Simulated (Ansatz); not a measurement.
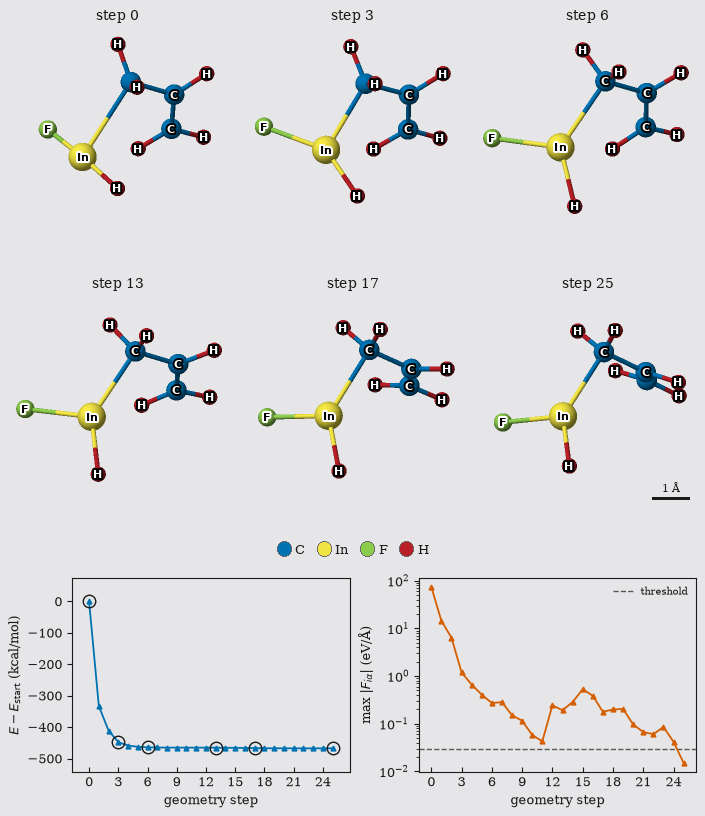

Frames of a relaxation of C3H6FIn (coarse preliminary run), marked on the history of the run. A ball-and-stick model, seen from a free direction.

The start comes from a force field.

The calculation used Ansatz, RKS PBE-D4/def2-SVP.

Input
```yaml
crystal:
  periodic: [false, false, false]
  atoms:
    - {symbol: C, position_ang: [-1.371400, 0.412500, -0.366100]}
    - {symbol: C, position_ang: [-0.428500, -0.112300, -1.061200]}
    - {symbol: C, position_ang: [0.935400, -0.096900, -0.538300]}
    - {symbol: In, position_ang: [0.730100, -0.118400, 1.900100]}
    - {symbol: F, position_ang: [1.506500, 0.915600, 1.825300]}
    - {symbol: H, position_ang: [-1.240500, 0.942400, 0.583700]}
    - {symbol: H, position_ang: [-2.399900, 0.456200, -0.778700]}
    - {symbol: H, position_ang: [-0.583400, -0.546000, -2.033500]}
    - {symbol: H, position_ang: [1.630500, 0.493400, -1.166100]}
    - {symbol: H, position_ang: [1.344800, -1.138100, -0.413200]}
    - {symbol: H, position_ang: [-0.058100, -1.265300, 2.068600]}
basis:
  gaussian: {orbitals: def2-SVP}
hamiltonian: {xc: pbe, dispersion: d4}
relax: {f_tol: 0.03, max_steps: 200}
```

Command:
```bash
ansatz run in.yaml --threads 4 --pin off --events-out ev --progress --plain --max-ram 10444MiB
```

What happens along the run?

Answer. The atom that moves furthest after the best rigid fit is H6 (1.50 Å). By element the largest moves are H 1.50 Å, F 0.81 Å, In 0.67 Å, C 0.64 Å. Near-neighbour distances that change, for instance: In4–H6 2.596 → 3.930 Å, In4–F5 1.295 → 1.996 Å, C1–In4 3.136 → 3.749 Å, In4–H11 1.402 → 1.735 Å. Bond angles that change, for instance: F5–In4–H11 175.7° → 111.1°, C3–In4–H11 100.0° → 140.1°, C3–In4–F5 83.4° → 108.4°. The energy falls by 467.4 kcal/mol in 25 geometry steps. Largest force component: 75 eV/Å at the start, 0.015 eV/Å at the end. The run took 29 s on 4 threads of Arm Neoverse V2, with other jobs on the host. From step 0 to 3: F5 moves most (0.55 Å), energy −447.5 kcal/mol. From step 3 to 6: H11 moves most (0.57 Å), energy −16.8 kcal/mol. From step 6 to 13: H6 moves most (0.48 Å), energy −1.09 kcal/mol. From step 13 to 17: H6 moves most (0.62 Å), energy −1.33 kcal/mol. From step 17 to 25: H6 moves most (0.44 Å), energy −0.67 kcal/mol.
